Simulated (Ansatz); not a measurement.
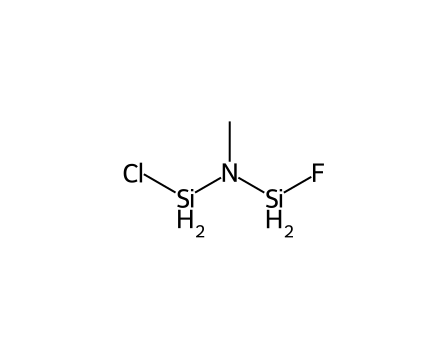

Figure made from data computed with Ansatz.

A structural formula.

**Write the SMILES.**

CN([SiH2]F)[SiH2]Cl

**What is the molecular formula?**

CH7ClFNSi2.

**An optimisation with PBE0-D4/def2-TZVP gave a structure of which point group?**

C1. Other conformers may differ.
